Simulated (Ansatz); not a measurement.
## Electronic structure of Cl2FH3OSi2 (SMILES O[SiH](Cl)[SiH](F)Cl) in real space

```yaml
atoms:
  - { symbol: O, position_ang: [-0.9932, 1.6996, 0.4601] }
  - { symbol: Si, position_ang: [0.4338, 0.9024, 0.4103] }
  - { symbol: Cl, position_ang: [1.6435, 1.5765, -1.1071] }
  - { symbol: Si, position_ang: [0.0286, -1.3616, -0.0635] }
  - { symbol: F, position_ang: [1.3494, -2.1035, -0.5564] }
  - { symbol: Cl, position_ang: [-1.3264, -1.3436, -1.6077] }
  - { symbol: H, position_ang: [-1.5945, 1.5829, -0.2793] }
  - { symbol: H, position_ang: [1.1025, 1.1775, 1.6990] }
  - { symbol: H, position_ang: [-0.5551, -2.1764, 1.0273] }
```

Geometry: PBE0-D4/def2-TZVP.

These are results of Ansatz 0.2.0, RKS PBE0-D4/def2-TZVPP, not measurements.

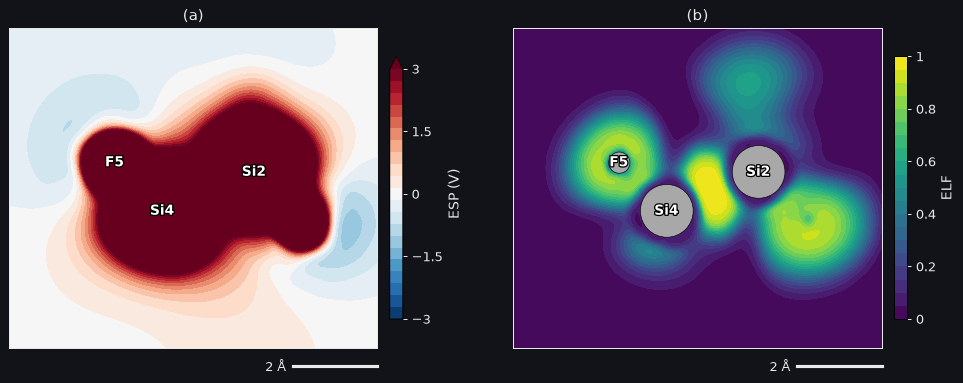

Figure 1. (a) electrostatic potential; (b) ELF on the plane of atoms Si2, Si4 and F5. Grey discs cover the atomic cores in the ELF map.

> Describe what can be read from this map.

Atoms in the plane: Si and F.
Si–F (1.59 Å): the ELF peaks at about 0.85 in the valence shell of F, 0.6 Å from its nucleus, and is about 0.50 at the midpoint.
Si–Si (2.35 Å): the ELF peaks at about 1 between the atoms; a covalent bond.
The ELF also peaks beside O1 and F5, away from the bonds: lone-pair regions.
Outside the dense part of the molecule the potential is most negative (−1.2 V) near O1, which lies off the plane.

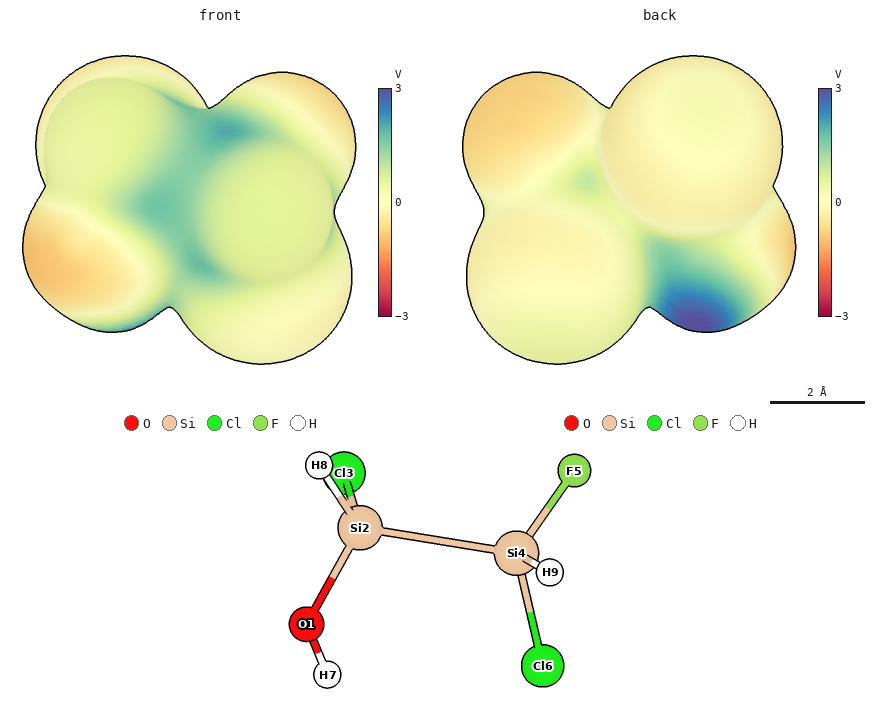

Figure 2. The molecular electrostatic potential painted on the density surface at 0.002 e/bohr³, seen from the front and from behind; red is negative and blue positive. The bare structure is drawn below in the same view.

> Where is the surface potential most negative and most positive?

The most negative region (about −0.9 V, or −21 kcal/mol for a unit charge) lies over O1, the most positive (about +2.9 V, or +67 kcal/mol for a unit charge) over H7. Cl3 shows a σ-hole: about +0.2 V at the tip opposite its bond, against about −0.2 V on its flanks.

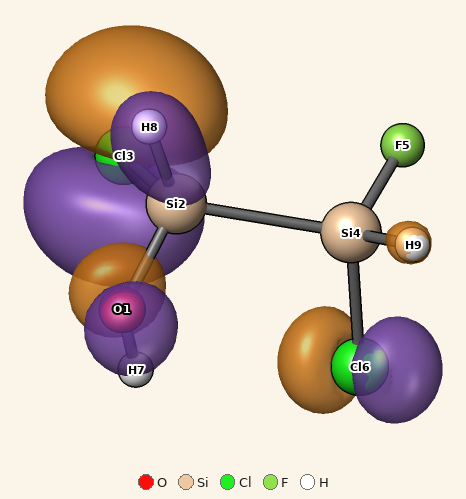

Figure 3. The HOMO−1 at ±0.1 Å⁻³ᐟ² (orange and purple are the two phases), seen across its widest extent.

> Where does this orbital lie, and at what energy?

By Hirshfeld shares it lies mainly on Cl3 (about 70 %), O1 (about 10 %) and Cl6 (about 10 %); largely a lone pair of Cl3. Its energy is −9.53 eV.

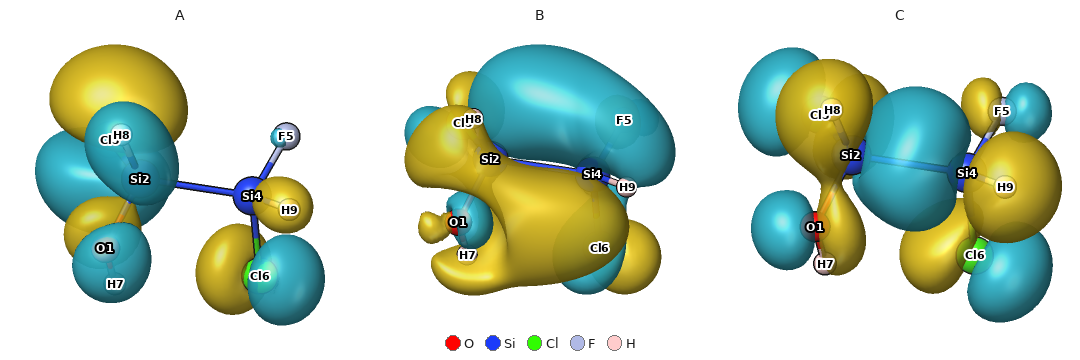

Figure 4. Three frontier orbitals at ±0.06 Å⁻³ᐟ² (yellow and cyan are the two phases), in no order.

> Which picture is the HOMO−1, the HOMO and the LUMO?

A is the HOMO−1 (−9.53 eV). Its weight (Hirshfeld) is mainly on Cl3 (about 70 %), O1 (about 10 %) and Cl6 (about 10 %); largely a lone pair of Cl3. C is the HOMO (−8.21 eV). Its weight (Hirshfeld) is mainly on Si4 (about 25 %), Si2 (about 20 %), Cl3 (about 15 %), Cl6 (about 15 %), H9 (about 5 %) and O1 (about 5 %). B is the LUMO (−1.04 eV). Its weight (Hirshfeld) is mainly on Si4 (about 35 %), Si2 (about 30 %), Cl6 (about 10 %) and O1 (about 5 %).

> What is the HOMO–LUMO gap?

7.17 eV between the orbital energies.
